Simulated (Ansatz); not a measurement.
Abstraction of F: InHF2 + C4H7 → InHF + C4H7F

Species: InHF2 `[F][InH][F]`, singlet; C4H7 (cyclobutyl radical) `[CH]1CCC1`, doublet; InHF `[F][InH]`, doublet; C4H7F `FC1CCC1`, singlet. A radical takes F: the energy is the difference in strength between the In–F bond broken and the C–F bond made.

Shapes, held fixed at every level: PBE0-D4/def2-TZVP. Programs: Ansatz 0.2.0. The zero-point and thermal change to 298 K, harmonic and unscaled (PBE0-D4/def2-TZVP), is +8.7 kJ/mol.

```
               level                    kind  ΔH(298 K) (kJ/mol)  less CCSD(T)/def2-TZVPP  CPU time (sum over the molecules)
   PBE-D4/def2-TZVPP                     GGA               -27.4                     -6.1                               25 s
r2SCAN-D4/def2-TZVPP                meta-GGA               -13.4                     +7.9                               47 s
  wB97M-V/def2-TZVPP  range-separated hybrid               -23.1                     -1.8                               96 s
  wB97X-V/def2-TZVPP  range-separated hybrid               -16.3                     +5.0                               70 s
      MP2/def2-TZVPP     perturbation theory               -23.0                     -1.7                                  –
     CCSD/def2-TZVPP   coupled cluster or CI               -19.5                     +1.8                                  –
  CCSD(T)/def2-TZVPP   coupled cluster or CI               -21.3                      0.0                             36 min
```

The highest level, CCSD(T)/def2-TZVPP, gives ΔH(298 K) = -21.3 kJ/mol; the levels span -27.4 to -13.4. The column of differences is taken from that level and isn't an error. No measured value is set beside it here. Open shells run unrestricted unless RO is named. For atoms past krypton def2 sets carry core potentials with scalar relativity. Correlated rows may include outer-core shells of In, which these sets cover unevenly. Times are processor times on shared x86 and Arm servers, and rough.

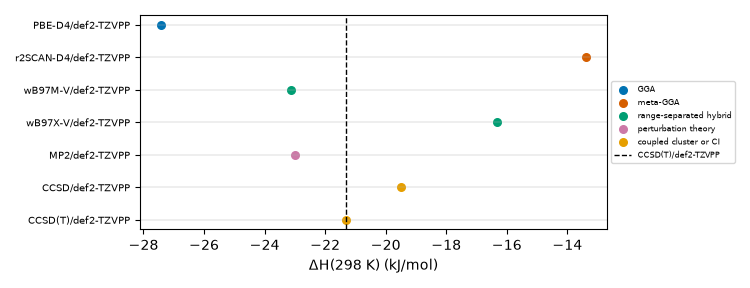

The values of the table, level by level.
